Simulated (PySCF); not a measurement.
```xyz
15

N    -2.2014   -1.1481   -0.1457
C    -1.0412   -0.4053   -0.0480
C    -1.1011    0.9247    0.4011
C     0.0687    1.6548    0.5743
C     1.3002    1.1148    0.3190
C     1.3914   -0.2408   -0.1424
C     2.5828   -0.7863   -0.3949
O     3.6346   -1.2480   -0.6187
C     0.1808   -0.9830   -0.3237
H    -3.0562   -0.6241   -0.2401
H    -2.1545   -1.9765   -0.7167
H    -2.0604    1.3704    0.6124
H     0.0047    2.6767    0.9180
H     2.2066    1.6815    0.4551
H     0.2407   -2.0028   -0.6716
```

Geometry: GFN2-xTB.

Method: UKS B3LYP, pcH-1 on C H N O, non-relativistic, mean-field spin-orbit, GIAO (PySCF 2.14.0, density-fitted response routines).

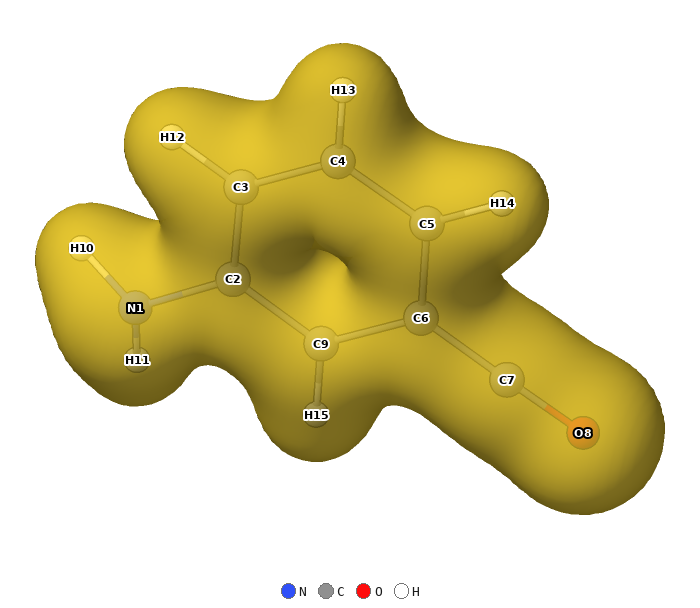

C7H6NO (doublet). Isosurface of the electron density at 0.2 e/Å³ (yellow), seen at a tilt.

**How is the density connected at this value?**

At this value the surface is in one piece. It bridges the sampled C–O (1.17 Å), C–C (1.33 Å), C–N (1.38 Å) and N–H (1.01 Å) contacts, where the density stays above the isovalue. On the grid the lowest density along these lines, outside the cores, is 3.1 e/Å³ (C–O, 1.17 Å), 2.2 e/Å³ (C–C, 1.33 Å), 2.1 e/Å³ (C–N, 1.38 Å) and 2.3 e/Å³ (N–H, 1.01 Å).
